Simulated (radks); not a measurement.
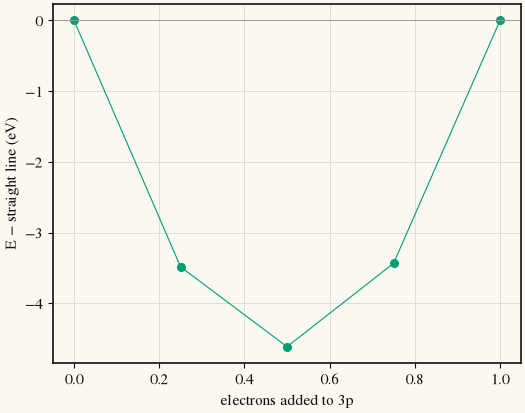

The calculation used the in-house radial solver radks at this level: Dirac Kohn-Sham, PBE, spin-unpolarised, spherical densities, finite nucleus. The occupation of the 3p shell is varied from In⁺ ([Ne] 3s2 3p5 3d10 4s2 4p6 4d10 5s2 5p1 (open shells shared over both j by 2j + 1)) to In ([Kr] 4d10 5s2 5p1 (open shells shared over both j by 2j + 1)), with spherical fractional occupations. The plot shows the total energy less the straight line between the end points.

Is the energy convex or concave in the occupation, and by how much?

The curve is convex (below the straight line), with the largest deviation among the points computed, −4.61 eV, at 0.5. The end points differ by 667.6 eV, the energy to take the electron out. Convexity is the mark of the delocalisation error, which puts fractional charges too low; for p, d and f shells the spherical spreading of the fraction adds to it. The shell lies under occupied ones, so the straight line is a guide here rather than an exact condition.
